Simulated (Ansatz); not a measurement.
# Electron scattering at the Σ11 (332) boundary in bcc Ta, starting shift (0.5, 0.5)

How much does the Σ11 (332) boundary in bcc Ta, starting shift (0.5, 0.5) reflect electrons?

Program: Ansatz 0.2.0. Level of theory: Ansatz plane-wave DFT, PBE, PAW files; relaxation of a bicrystal slab with its lowest layers held; PAW set soft_1, in the first sound run; inputs show where later runs differ. Results are calculated unless marked as measured.

### Step 1. The structure

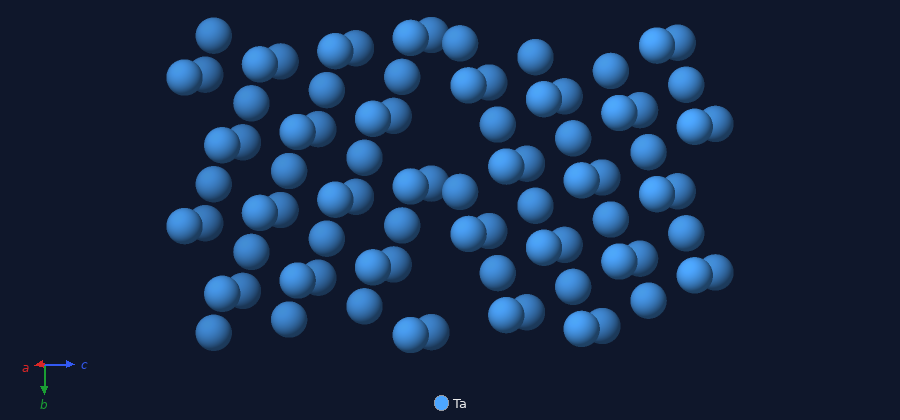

The cell as given, from the side, with the c axis across the page (tantalum blue). 1×2×1 cells are drawn. Some periodic images of atoms are drawn too.

The cell holds 27 atoms: 27 Ta. Cell: a = 4.671 Å, b = 5.477 Å, c = 30.061 Å, α = 90.0°, β = 90.0°, γ = 90.0°. It derives from Ta. built on the (3 3 2) plane; 2 overlapping atoms removed and the grains opened by 0.05 Å. Vacuum lies along c.

### Step 2. Relaxing the bicrystal

The boundary is built by mirroring the lower grain in the boundary plane and removing any atoms that overlap. A thin bicrystal slab is relaxed first, with the lowest layers held and the upper grain free to shift and open.

input.yaml reads:

```yaml
crystal:
  lattice:
    - [4.6705251426, 0.0, 0.0]
    - [0.0, 5.4766761838, 0.0]
    - [0.0, 0.0, 30.0609202606]
  atoms:
    - { symbol: Ta, position: [0.0, 0.2727272727, 0.1663289067] }
    - { symbol: Ta, position: [0.5, 1.0, 0.1897516147] }
    - { symbol: Ta, position: [0.0, 0.7272727272, 0.2131743227] }
    - { symbol: Ta, position: [0.5, 0.4545454545, 0.2365970307] }
    - { symbol: Ta, position: [0.0, 0.1818181818, 0.2600197387] }
    - { symbol: Ta, position: [0.5, 0.9090909091, 0.2834424467] }
    - { symbol: Ta, position: [0.0, 0.6363636363, 0.3068651547] }
    - { symbol: Ta, position: [0.5, 0.3636363636, 0.3302878627] }
    - { symbol: Ta, position: [0.0, 0.0909090909, 0.3537105707] }
    - { symbol: Ta, position: [0.5, 0.8181818182, 0.3771332788] }
    - { symbol: Ta, position: [0.0, 0.5454545454, 0.4005559868] }
    - { symbol: Ta, position: [0.5, 0.2727272727, 0.4239786948] }
    - { symbol: Ta, position: [0.0, 0.0, 0.4474014028] }
    - { symbol: Ta, position: [0.5, 0.0454545454, 0.4959101079] }
    - { symbol: Ta, position: [0.0, 0.3181818182, 0.5193328159] }
    - { symbol: Ta, position: [0.5, 0.5909090909, 0.5427555239] }
    - { symbol: Ta, position: [0.0, 0.8636363636, 0.5661782319] }
    - { symbol: Ta, position: [0.5, 0.1363636363, 0.5896009399] }
    - { symbol: Ta, position: [0.0, 0.4090909091, 0.6130236479] }
    - { symbol: Ta, position: [0.5, 0.6818181818, 0.6364463559] }
    - { symbol: Ta, position: [0.0, 0.9545454545, 0.6598690639] }
    - { symbol: Ta, position: [0.5, 0.2272727272, 0.683291772] }
    - { symbol: Ta, position: [0.0, 0.5, 0.70671448] }
    - { symbol: Ta, position: [0.5, 0.7727272727, 0.730137188] }
    - { symbol: Ta, position: [0.0, 0.0454545454, 0.753559896] }
    - { symbol: Ta, position: [0.5, 0.3181818181, 0.776982604] }
    - { symbol: Ta, position: [0.0, 0.5909090909, 0.800405312] }
kpoints:
  mp_grid: { grid: [5, 5, 1] }
hamiltonian:
  xc: pbe
  pseudopotentials: { kind: paw, azcp: { folder: soft_1 } }
scf:
  occupations: { method: fermi_dirac, width: 0.1 }
relax:
  f_tol: 0.03
  max_steps: 80
  constraints: [{ sites: [0, 1, 2, 3, 4] }]
```

Started as:

```sh
$ ansatz run input.yaml --threads 4 --pin off --max-ram 15360MiB --backend cpu --events-out ev --progress --plain --runs-dir out
```

Numbers of over 12 decimals in the logs are rounded to 6 here.

Output:

```text
Engine: ansatz 0.2.0, aarch64-unknown-linux-gnu
Pseudopotentials: kind: paw
Pseudopotential: Ta, paw, valence charge 13, recommended cutoff 420 eV (normal), soft_1/Ta.paw.azcp
Functional definition: PBE
  parameter kappa = 0.804
  parameter beta = 0.066725
  exchange = pbe_x(kappa = kappa, mu = beta*pi^2/3)
  correlation = pbe_c(beta = beta)
Crystal: 27 atoms, lattice volume = 768.927 Å³
Basis set: ecut = 420 eV, 14981 PW (Γ), exchange–correlation on 64×80×432 points (8 copies of the dense FFT grid, shifted against one another)
Bands: 211, of which v1, the nominal top of the filled ones, is band 176 counted from 1 (175 counted from 0)
Symmetry: 2 space group operations
Space group: Pm (ITA 6), of the structure as read, at distance tolerance 9.2e-5 Å
k-points: 9 of 25 (time reversal used)
Non-local potential: Ta, projectors of the file, l = 0: 3, l = 1: 2, l = 2: 2, l = 3: 1
PAW form: soft (Blöchl's): semilocal exchange-correlation on the pseudo side does not see the compensation charge
PAW one-centre angular grid: Ta, 590 points (default); XC on 64 Gauss nodes
Initial density: superposition of atomic densities (neutral atoms: chi_scale 0, normalization atom)
Initial wavefunctions: pseudopotential atomic-orbital guess
Functional: x = pbe(κ = 0.804, μ = 0.219515), c = pbe(β = 0.066725)
SCF iter   1: F=—  HF=-268200.864007 eV  |F-HF|=—  |Δ(HF+E_count)|=         —  Δρ=5.09e-2  dr2=3.71e2  ethr=3.10e-3  ⟨swp⟩=10.4  Hψ=9358  notcnv=0
preconditioner: auto → LDOS  [metal: Δε(μ)=0.008 eV  Ē_g=4.189 eV  σ=0.100 eV  W_gap=0.02  n_scr=176 (ndim 8)  ℏωp=15.6 eV  f_vac=0.277  D(μ)=25.17/eV (n_scr^D=184)  β→1.0]
SCF iter   2: F=—  HF=-268193.460050 eV  |F-HF|=—  |Δ(HF+E_count)|=    7.40e0  Δρ=4.70e-2  dr2=3.65e2  ethr=3.10e-3  ⟨swp⟩=14.0  Hψ=10116  notcnv=0  defer=25
SCF iter   3: F=—  HF=-268185.128365 eV  |F-HF|=—  |Δ(HF+E_count)|=    8.33e0  Δρ=1.22e-2  dr2=1.66e1  ethr=3.10e-3  ⟨swp⟩=14.0  Hψ=9048  notcnv=0  defer=5
SCF iter   4: F=—  HF=-268184.460510 eV  |F-HF|=—  |Δ(HF+E_count)|=   6.68e-1  Δρ=4.01e-3  dr2=8.56e-1  ethr=3.10e-3  ⟨swp⟩=3.6  Hψ=2546  notcnv=0  defer=7
SCF iter   5: F=—  HF=-268184.400234 eV  |F-HF|=—  |Δ(HF+E_count)|=   6.03e-2  Δρ=1.81e-3  dr2=3.34e-1  ethr=2.44e-4  ⟨swp⟩=5.2  Hψ=3022  notcnv=0  defer=12
SCF iter   6: F=—  HF=-268184.394535 eV  |F-HF|=—  |Δ(HF+E_count)|=   5.70e-3  Δρ=6.17e-4  dr2=3.20e-2  ethr=9.51e-5  ⟨swp⟩=2.2  Hψ=2366  notcnv=0  defer=5
SCF iter   7: F=—  HF=-268184.393580 eV  |F-HF|=—  |Δ(HF+E_count)|=   9.55e-4  Δρ=1.21e-4  dr2=3.86e-4  ethr=9.11e-6  ⟨swp⟩=1.9  Hψ=2415  notcnv=0  defer=4
SCF iter   8: F=—  HF=-268184.394421 eV  |F-HF|=—  |Δ(HF+E_count)|=   8.41e-4  Δρ=4.91e-5  dr2=5.97e-5  ethr=1.10e-7  ⟨swp⟩=2.4  Hψ=3365  notcnv=0  defer=4
SCF iter   9: F=-268184.394416 eV  HF=-268184.394421 eV  |F-HF|=5.06e-6  |Δ(HF+E_count)|=   4.71e-7  Δρ=1.67e-5  dr2=9.22e-6  ethr=6.41e-9  ⟨swp⟩=5.2  Hψ=6930  notcnv=0
SCF 1 converged in 9 iterations: F = -268184.394416 eV  dr2 = 9.22e-6
  greatest PAW one-centre occupation: 0.999 electrons in one spin orbital (limit 2), on the Ta atom at site 20 (counted from 0), in its partial waves of l = 0
relax step   1: F+E_penalty+E_count = -268184.39441611 eV  Δ(F+E_penalty+E_count) = +0.000e0 eV  max|allowed force component| = 2.173e0 eV/Å  Δτ_max = 0.0000 Å  (9 SCF iters, dr2 threshold 2.25e-5 eV, accepted)
Initial density: handed on by an earlier stage of this run
Initial wavefunctions: those handed on with the density
iter 1 solved again at ethr=1.90e-3 eV; its pass at ethr=3.10e-3 eV (dr2=6.67e0 eV) is discarded
SCF iter   1: F=—  HF=-268185.621970 eV  |F-HF|=—  |Δ(HF+E_count)|=         —  Δρ=1.15e-2  dr2=7.09e0  ethr=1.90e-3  ⟨swp⟩=1.8  Hψ=6660  notcnv=0  defer=2
preconditioner: auto → LDOS  [metal: Δε(μ)=0.018 eV  Ē_g=3.640 eV  σ=0.100 eV  W_gap=0.04  n_scr=176 (ndim 8)  ℏωp=15.6 eV  f_vac=0.286  D(μ)=34.28/eV (n_scr^D=294)  β→1.0]
SCF iter   2: F=—  HF=-268185.286360 eV  |F-HF|=—  |Δ(HF+E_count)|=   3.36e-1  Δρ=5.08e-3  dr2=6.44e-1  ethr=1.90e-3  ⟨swp⟩=3.4  Hψ=2706  notcnv=0  defer=3
SCF iter   3: F=—  HF=-268185.229855 eV  |F-HF|=—  |Δ(HF+E_count)|=   5.65e-2  Δρ=1.77e-3  dr2=7.94e-2  ethr=1.83e-4  ⟨swp⟩=2.0  Hψ=3635  notcnv=0  defer=3
SCF iter   4: F=—  HF=-268185.217455 eV  |F-HF|=—  |Δ(HF+E_count)|=   1.24e-2  Δρ=4.08e-4  dr2=3.65e-3  ethr=2.26e-5  ⟨swp⟩=2.3  Hψ=3302  notcnv=0  defer=4
SCF iter   5: F=—  HF=-268185.217545 eV  |F-HF|=—  |Δ(HF+E_count)|=   9.02e-5  Δρ=1.29e-4  dr2=2.97e-4  ethr=1.04e-6  ⟨swp⟩=2.2  Hψ=2643  notcnv=0  defer=4
SCF iter   6: F=-268185.217555 eV  HF=-268185.217573 eV  |F-HF|=1.72e-5  |Δ(HF+E_count)|=   2.77e-5  Δρ=3.99e-5  dr2=4.18e-5  ethr=2.85e-8  ⟨swp⟩=2.9  Hψ=7422  notcnv=0
SCF 2 converged in 6 iterations: F = -268185.217555 eV  dr2 = 4.18e-5
  greatest PAW one-centre occupation: 0.999 electrons in one spin orbital (limit 2), on the Ta atom at site 13 (counted from 0), in its partial waves of l = 0
relax step   2: F+E_penalty+E_count = -268185.21755542 eV  Δ(F+E_penalty+E_count) = -8.231e-1 eV  max|allowed force component| = 7.403e-1 eV/Å  Δτ_max = 0.1949 Å  (6 SCF iters, dr2 threshold 1.00e-4 eV, accepted)
SCF iter   1: F=—  HF=-268185.736580 eV  |F-HF|=—  |Δ(HF+E_count)|=         —  Δρ=1.11e-2  dr2=1.44e1  ethr=3.10e-3  ⟨swp⟩=7.0  Hψ=4214  notcnv=0  defer=4
preconditioner: auto → LDOS  [metal: Δε(μ)=0.029 eV  Ē_g=3.661 eV  σ=0.100 eV  W_gap=0.07  n_scr=176 (ndim 8)  ℏωp=15.6 eV  f_vac=0.290  D(μ)=34.57/eV (n_scr^D=298)  β→1.0]
SCF iter   2: F=—  HF=-268185.491388 eV  |F-HF|=—  |Δ(HF+E_count)|=   2.45e-1  Δρ=3.31e-3  dr2=3.54e-1  ethr=3.10e-3  ⟨swp⟩=2.0  Hψ=2281  notcnv=0  defer=2
SCF iter   3: F=—  HF=-268185.478934 eV  |F-HF|=—  |Δ(HF+E_count)|=   1.25e-2  Δρ=1.72e-3  dr2=7.90e-2  ethr=1.01e-4  ⟨swp⟩=2.3  Hψ=3504  notcnv=0  defer=2
SCF iter   4: F=—  HF=-268185.467177 eV  |F-HF|=—  |Δ(HF+E_count)|=   1.18e-2  Δρ=5.09e-4  dr2=3.69e-3  ethr=2.25e-5  ⟨swp⟩=2.0  Hψ=2571  notcnv=0  defer=2
SCF iter   5: F=—  HF=-268185.467482 eV  |F-HF|=—  |Δ(HF+E_count)|=   3.06e-4  Δρ=1.93e-4  dr2=1.13e-3  ethr=1.05e-6  ⟨swp⟩=2.0  Hψ=3534  notcnv=0  defer=2
SCF iter   6: F=—  HF=-268185.467310 eV  |F-HF|=—  |Δ(HF+E_count)|=   1.73e-4  Δρ=5.03e-5  dr2=9.10e-5  ethr=3.21e-7  ⟨swp⟩=2.0  Hψ=2590  notcnv=0  defer=2
SCF iter   7: F=-268185.467296 eV  HF=-268185.467307 eV  |F-HF|=1.10e-5  |Δ(HF+E_count)|=   3.04e-6  Δρ=2.78e-5  dr2=1.53e-5  ethr=9.76e-9  ⟨swp⟩=5.0  Hψ=6856  notcnv=0
SCF 3 converged in 7 iterations: F = -268185.467296 eV  dr2 = 1.53e-5
[...]
relax step   8: F+E_penalty+E_count = -268185.72350988 eV  Δ(F+E_penalty+E_count) = -3.893e-3 eV  max|allowed force component| = 7.318e-2 eV/Å  Δτ_max = 0.0388 Å  (7 SCF iters, accepted)
relax step   9: F+E_penalty+E_count = -268185.72766435 eV  Δ(F+E_penalty+E_count) = -4.154e-3 eV  max|allowed force component| = 1.016e-1 eV/Å  Δτ_max = 0.0469 Å  (6 SCF iters, dr2 threshold 3.09e-6 eV, accepted)
relax step  10: F+E_penalty+E_count = -268185.74201557 eV  Δ(F+E_penalty+E_count) = -1.435e-2 eV  max|allowed force component| = 2.118e-1 eV/Å  Δτ_max = 0.0701 Å  (6 SCF iters, dr2 threshold 1.03e-5 eV, accepted)
relax step  11: F+E_penalty+E_count = -268185.80809183 eV  Δ(F+E_penalty+E_count) = -6.608e-2 eV  max|allowed force component| = 4.693e-1 eV/Å  Δτ_max = 0.1843 Å  (6 SCF iters, dr2 threshold 4.49e-5 eV, accepted)
relax step  12: F+E_penalty+E_count = -268185.85427875 eV  Δ(F+E_penalty+E_count) = -4.619e-2 eV  max|allowed force component| = 4.421e-1 eV/Å  Δτ_max = 0.1941 Å  (6 SCF iters, dr2 threshold 1.00e-4 eV, accepted)
relax step  13: F+E_penalty+E_count = -268185.87143657 eV  Δ(F+E_penalty+E_count) = -1.716e-2 eV  max|allowed force component| = 4.144e-1 eV/Å  Δτ_max = 0.1500 Å  (6 SCF iters, dr2 threshold 1.00e-4 eV, accepted)
relax step  14: F+E_penalty+E_count = -268185.88435015 eV  Δ(F+E_penalty+E_count) = -1.291e-2 eV  max|allowed force component| = 4.698e-1 eV/Å  Δτ_max = 0.1934 Å  (5 SCF iters, dr2 threshold 1.00e-4 eV, accepted)
relax step  15: F+E_penalty+E_count = -268185.91622768 eV  Δ(F+E_penalty+E_count) = -3.188e-2 eV  max|allowed force component| = 2.423e-1 eV/Å  Δτ_max = 0.1149 Å  (5 SCF iters, dr2 threshold 1.00e-4 eV, accepted)
relax step  16: F+E_penalty+E_count = -268185.92052022 eV  Δ(F+E_penalty+E_count) = -4.293e-3 eV  max|allowed force component| = 4.067e-1 eV/Å  Δτ_max = 0.1683 Å  (6 SCF iters, dr2 threshold 1.56e-5 eV, accepted)
relax step  17: F+E_penalty+E_count = -268185.94936744 eV  Δ(F+E_penalty+E_count) = -2.885e-2 eV  max|allowed force component| = 6.869e-2 eV/Å  Δτ_max = 0.0781 Å  (5 SCF iters, dr2 threshold 4.40e-5 eV, accepted)
SCF iter   1: F=—  HF=-268185.951324 eV  |F-HF|=—  |Δ(HF+E_count)|=         —  Δρ=1.02e-3  dr2=3.10e-2  ethr=1.08e-4  ⟨swp⟩=2.1  Hψ=3183  notcnv=0  defer=4
preconditioner: auto → LDOS  [metal: Δε(μ)=0.025 eV  Ē_g=3.703 eV  σ=0.100 eV  W_gap=0.06  n_scr=176 (ndim 8)  ℏωp=15.6 eV  f_vac=0.301  D(μ)=34.52/eV (n_scr^D=298)  β→1.0]
SCF iter   2: F=—  HF=-268185.950214 eV  |F-HF|=—  |Δ(HF+E_count)|=   1.11e-3  Δρ=3.06e-4  dr2=2.04e-3  ethr=8.82e-6  ⟨swp⟩=1.2  Hψ=2195  notcnv=0  defer=3
SCF iter   3: F=—  HF=-268185.950103 eV  |F-HF|=—  |Δ(HF+E_count)|=   1.10e-4  Δρ=1.52e-4  dr2=3.85e-4  ethr=5.81e-7  ⟨swp⟩=2.0  Hψ=3261  notcnv=0  defer=3
SCF iter   4: F=—  HF=-268185.950011 eV  |F-HF|=—  |Δ(HF+E_count)|=   9.24e-5  Δρ=2.60e-5  dr2=7.51e-6  ethr=1.10e-7  ⟨swp⟩=2.0  Hψ=3250  notcnv=0  defer=3
SCF iter   5: F=—  HF=-268185.950796 eV  |F-HF|=—  |Δ(HF+E_count)|=   7.85e-4  Δρ=9.16e-6  dr2=1.04e-6  ethr=2.14e-9  ⟨swp⟩=3.0  Hψ=3819  notcnv=0  defer=3
SCF iter   6: F=—  HF=-268185.950796 eV  |F-HF|=—  |Δ(HF+E_count)|=   1.69e-7  Δρ=3.59e-6  dr2=1.52e-7  ethr=2.95e-10  ⟨swp⟩=2.1  Hψ=2644  notcnv=0  defer=3
SCF iter   7: F=-268185.950796 eV  HF=-268185.950796 eV  |F-HF|=1.02e-8  |Δ(HF+E_count)|=   1.37e-7  Δρ=1.33e-6  dr2=2.97e-8  ethr=2.85e-11  ⟨swp⟩=5.0  Hψ=6893  notcnv=0
SCF 18 converged in 7 iterations: F = -268185.950796 eV  dr2 = 2.97e-8
relax step  18: F+E_penalty+E_count = -268185.95079634 eV  Δ(F+E_penalty+E_count) = -1.429e-3 eV  max|allowed force component| = 2.743e-2 eV/Å  Δτ_max = 0.0208 Å  (7 SCF iters, accepted)
SCF converged after 7 iterations
Free energy (F): -268185.950796 eV
Harris-Foulkes:  -268185.950796 eV  (|F-HF|=1.02e-8)
Internal energy: -268184.823699 eV  (E = F + TS)
E sigma→0 (E₀):  -268185.387248 eV
Entropy (-TS):   -1.127098 eV (-41.744 meV/atom)
Fermi energy:    10.492222 eV
--- Per-component energies (eV) ---
  E_band       = -5706.669272
  E_kinetic    = 10604.662729
  E_local      = -286307.066780  (includes V_loc(G=0)·N_el)
  E_nonlocal   = -296.419899
  E_hartree    = 139679.984140
  E_xc         = -8658.511678
  E_vxc        = -6287.773676  (∫ρ·V_xc dr)
  E_paw        = -224223.402905  (= ΣΔE_a)
  E_vpaw       = -2780.008008  (= ΣTr[D̂ρ^β])
  E_aug_tail   = 0.002526  (compensation charges beyond the density's cutoff)
  E_ewald      = 101015.928168
  E_smearing   = -1.127098  (= −TS)
  E_closure    = -0.000000  (closes the sum)
  Σ components = -268185.950796   (vs F -268185.950796, Δ=0.00e0)
--- Forces (eV/Å), atoms counted from 1 ---
  atom   1  Ta     0.00000000    -0.18875897     1.91988977
  atom   2  Ta     0.00000000    -0.06568985     0.38059930
  atom   3  Ta     0.00000000     0.61027710    -0.33337968
  atom   4  Ta     0.00000000    -0.53688235    -1.05029803
  atom   5  Ta     0.00000000     0.18947738    -0.90689977
  atom   6  Ta     0.00000000     0.00152155     0.00567190
  atom   7  Ta     0.00000000     0.00616893    -0.00308986
  atom   8  Ta     0.00000000     0.00656523     0.01557748
  atom   9  Ta     0.00000000    -0.00020429    -0.01582394
  atom  10  Ta     0.00000000    -0.01087326     0.00855312
  atom  11  Ta     0.00000000     0.01089682    -0.01787074
  atom  12  Ta     0.00000000    -0.02378742     0.02742542
  atom  13  Ta     0.00000000    -0.01102996    -0.01661675
  atom  14  Ta     0.00000000     0.00640666     0.00436412
  atom  15  Ta     0.00000000     0.00229988    -0.00823101
  atom  16  Ta     0.00000000     0.00926011     0.00637223
  atom  17  Ta     0.00000000     0.00484213    -0.00584639
  atom  18  Ta     0.00000000     0.00535192    -0.01293619
  atom  19  Ta     0.00000000    -0.00186166     0.00548886
  atom  20  Ta     0.00000000     0.00066887    -0.01352267
  atom  21  Ta     0.00000000    -0.00121373     0.00818281
  atom  22  Ta     0.00000000    -0.00897047    -0.01269785
  atom  23  Ta     0.00000000    -0.00696152     0.00606320
  atom  24  Ta     0.00000000    -0.00979458    -0.00412654
  atom  25  Ta     0.00000000    -0.00419366     0.00440222
  atom  26  Ta     0.00000000     0.00729968    -0.00659075
  atom  27  Ta     0.00000000     0.00918843     0.01533348
  max |Σ_I F_I| component: 6.26e-6 eV/Å
--- Relaxed structure (18 steps of the walk, 18 accepted, 0 SCFs on fresh bases) ---
  F+E_penalty+E_count = -268185.95079634 eV   max|allowed force component| = 2.743e-2 eV/Å
  atoms:
    - { symbol: Ta, position: [0.0, 0.2727272727, 0.166329] }
    - { symbol: Ta, position: [0.5, 1.0, 0.1897516147] }
    - { symbol: Ta, position: [0.0, 0.7272727272, 0.213174] }
    - { symbol: Ta, position: [0.5, 0.4545454545, 0.236597] }
    - { symbol: Ta, position: [0.0, 0.1818181818, 0.2600197387] }
    - { symbol: Ta, position: [0.5, 0.911379, 0.282907] }
    - { symbol: Ta, position: [0.0, 0.635020, 0.304637] }
    - { symbol: Ta, position: [0.5, 0.365813, 0.331922] }
    - { symbol: Ta, position: [0.0, 0.072168, 0.351955] }
    - { symbol: Ta, position: [0.5, 0.850403, 0.385423] }
    - { symbol: Ta, position: [0.0, 0.508043, 0.393682] }
    - { symbol: Ta, position: [0.5, 0.408234, 0.435565] }
    - { symbol: Ta, position: [0.0, -0.094825, 0.446560] }
    - { symbol: Ta, position: [0.5, 0.00828392, 0.487759] }
    - { symbol: Ta, position: [0.0, 0.350663, 0.496115] }
    - { symbol: Ta, position: [0.5, 0.573606, 0.529964] }
    - { symbol: Ta, position: [0.0, 0.867503, 0.550243] }
    - { symbol: Ta, position: [0.5, 0.136503, 0.576690] }
    - { symbol: Ta, position: [0.0, 0.410094, 0.598188] }
    - { symbol: Ta, position: [0.5, 0.683684, 0.623220] }
    - { symbol: Ta, position: [0.0, 0.955052, 0.645655] }
    - { symbol: Ta, position: [0.5, 0.227397, 0.669490] }
    - { symbol: Ta, position: [0.0, 0.502024, 0.690964] }
    - { symbol: Ta, position: [0.5, 0.767239, 0.720639] }
    - { symbol: Ta, position: [0.0, 0.060502, 0.739093] }
    - { symbol: Ta, position: [0.5, 0.303160, 0.761279] }
    - { symbol: Ta, position: [0.0, 0.585083, 0.777192] }
```

Elapsed: 11 min, on 4 threads of Arm Neoverse V2, shared host; peak memory 3.3 GiB; 42 min of CPU time.

Relaxation path:

```csv
step,energy less that of the first step (eV),largest force component (eV/Å)
1,0.0000,2.1735
2,-0.8231,0.7403
3,-1.0729,0.3903
4,-1.2273,0.2473
5,-1.3066,0.2086
6,-1.3207,0.0874
7,-1.3252,0.0664
8,-1.3291,0.0732
9,-1.3332,0.1016
10,-1.3476,0.2118
11,-1.4137,0.4693
12,-1.4599,0.4421
13,-1.4770,0.4144
14,-1.4899,0.4698
15,-1.5218,0.2423
16,-1.5261,0.4067
17,-1.5550,0.0687
18,-1.5564,0.0274
```

Forces are held to the 2 operations that the run works with; a distortion that breaks them can't arise in this run.

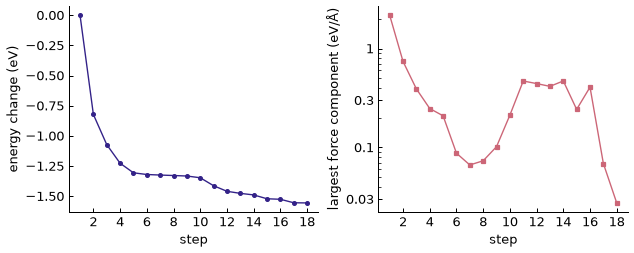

Energy and largest force along the relaxation.

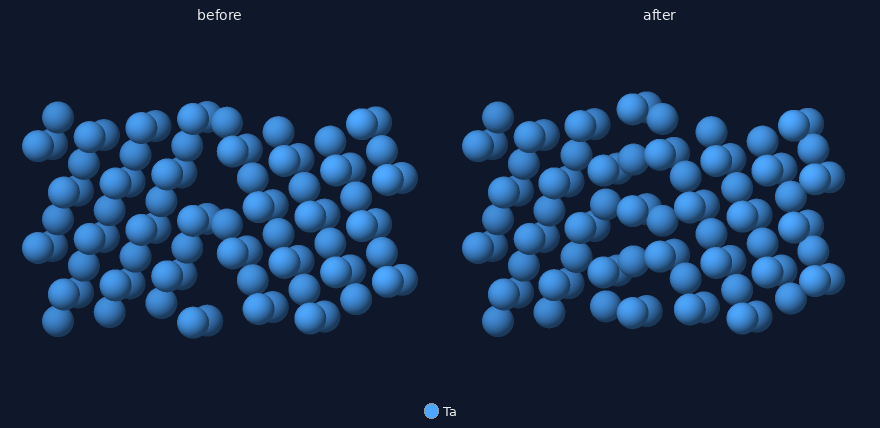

The structure before and after the relaxation, drawn at the same scale.

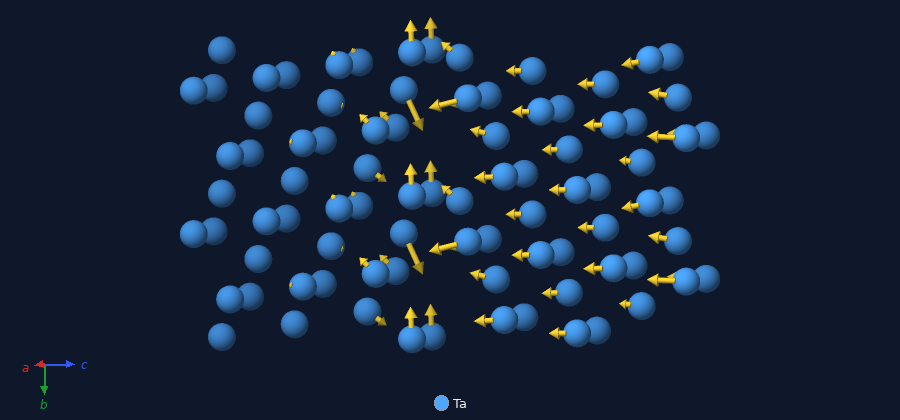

Displacements in the relaxation, exaggerated; the longest in the cell stands for 0.82 Å. 1×2×1 cells are drawn. Some periodic images of atoms are drawn too.

The atoms that moved most (Å):

```csv
atom,dx,dy,dz,length
Ta12,0.000,0.742,0.348,0.820
Ta15,0.000,0.178,-0.698,0.720
Ta27,0.000,-0.032,-0.698,0.699
Ta13,0.000,-0.519,-0.025,0.520
Ta17,0.000,0.021,-0.479,0.480
Ta26,0.000,-0.082,-0.472,0.479
Ta23,0.000,0.011,-0.473,0.474
Ta19,0.000,0.005,-0.446,0.446
```

Numbers from this step:

```yaml
free_energy: -268185.9508 eV
energy_at_zero_smearing: -268185.3872 eV
fermi_energy: 10.49 eV
```

The largest force component on a free atom ends at 0.027 eV/Å, under the tolerance of 0.03, after 18 steps.

(Continued in part 2 of 3.)

[Logs are printed without paths, hosts, clocks, repeated set-up lines and the standing remarks that a program may print on its own settings, such as how far it seeks lower states.]

[Hosts, paths, dates, database ids (printed as entryN), source tags and the programs' standing remarks are cut or masked in the printed files.]
